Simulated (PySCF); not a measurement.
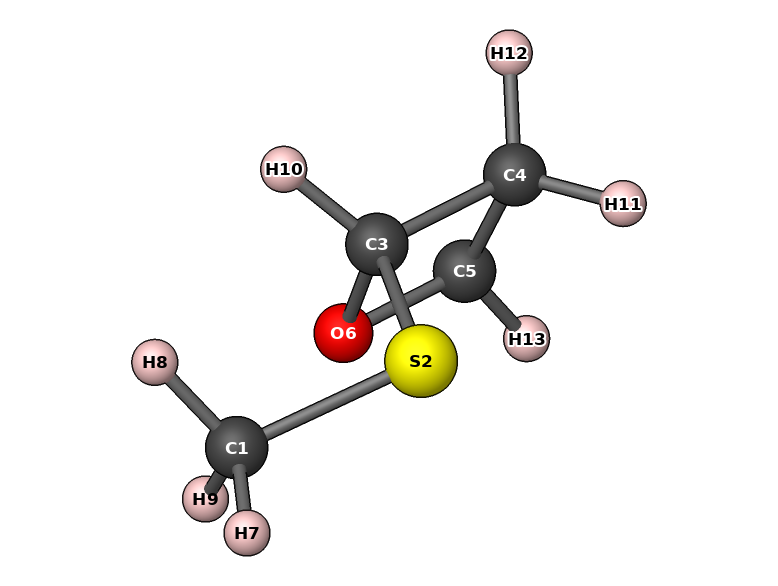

The questions are on Mulliken spin populations. Charge 0, doublet. Computed geometry: GFN2-xTB optimisation. No frequency run is at hand to confirm it as a minimum. Level of theory: UKS B3LYP, pcH-1 on C H O S, non-relativistic (PySCF 2.14.0).

Give the Mulliken spin populations atom by atom.

```tsv
atom	value (e)
C1	0.00
S2	0.01
C3	−0.01
C4	−0.05
C5	0.87
O6	0.13
H7	0.00
H8	0.00
H9	0.00
H10	0.00
H11	0.03
H12	0.03
H13	−0.02
```

Mulliken values depend strongly on the basis set.
